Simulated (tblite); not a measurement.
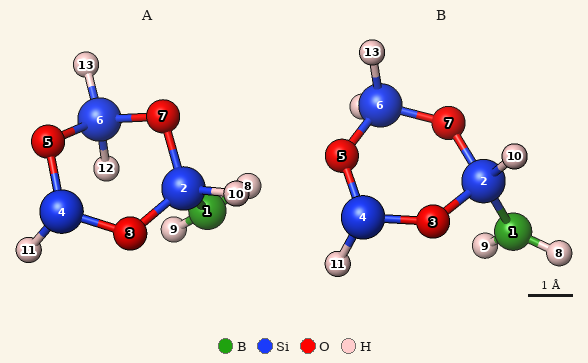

Two geometries of BSi3H6O3 (multiplicity 2), drawn at one scale. One is the start of a relaxation, the other its converged end. A ball-and-stick model, seen at a tilt.

Computed with GFN2-xTB geometry optimisation, gas phase (tblite). 

Question: Which geometry has the lower energy?

Answer: Structure B is the relaxed one. The energy falls by 43.0 kcal/mol in 110 geometry steps. The largest moves after the best rigid fit, 1.71 Å, are those of H8 and H12. Largest moves by element: H 1.71 Å, O 0.84 Å, B 0.55 Å, Si 0.45 Å. Among the contacts that change: Si6–O7 1.724 → 1.613 Å, O5–Si6 1.722 → 1.636 Å, Si2–O7 1.721 → 1.654 Å, O3–Si4 1.655 → 1.605 Å. Among the angles between lasting bonds that change: Si2–O7–Si6 103.1° → 133.0°, B1–Si2–H10 105.7° → 128.7°, Si4–O5–Si6 107.2° → 129.2°. The run took 0.8 s on 1 thread of Arm Neoverse V2, on a shared host.
